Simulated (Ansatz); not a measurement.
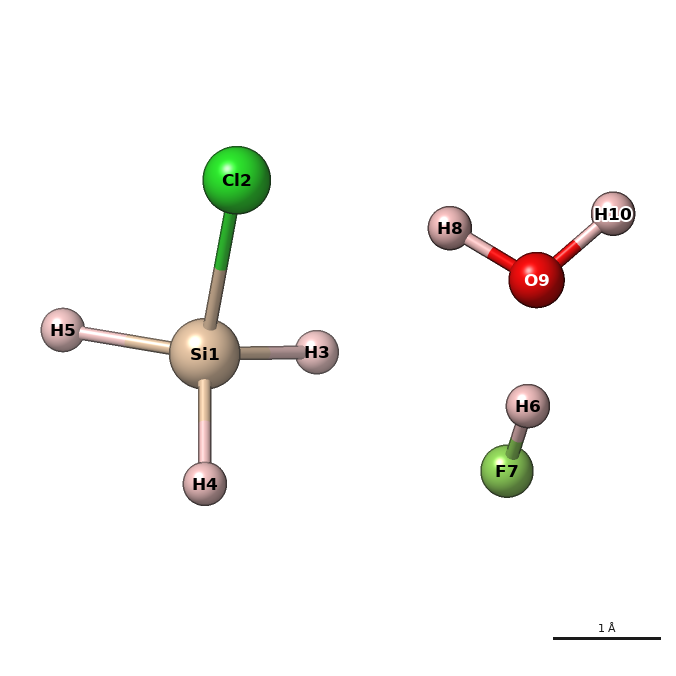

The geometry was computed by an optimisation with PBE0-D4/def2-TZVP.

Which hydrogen bonds does the structure hold? Count O, N, F, S and Cl donors.

```tsv
D–H···A	D–H (Å)	H···A (Å)	angle (°)	kind
F7–H6···O9	0.95	1.61	169	intermolecular
O9–H8···Cl2	0.97	2.39	154	intermolecular
```
